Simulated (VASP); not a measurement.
Band structure of Ga. All values below come from PBE GGA, VASP's PBE PAW potentials (set 64) (plane waves; VASP 6.6.1).

The cell holds a wide vacuum, so values per volume refer to the whole cell.

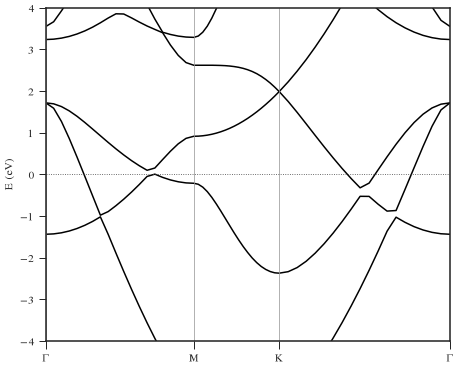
Fig. 1. Bands along high-symmetry lines, zero at the valence-band maximum or, without a gap, the Fermi level

### Question
Read the plot: is there a gap, and where are the band edges?

### Answer
It has no gap at this level: it comes out as a metal or semimetal.

The cell is a sheet with vacuum, built from a generated structure.
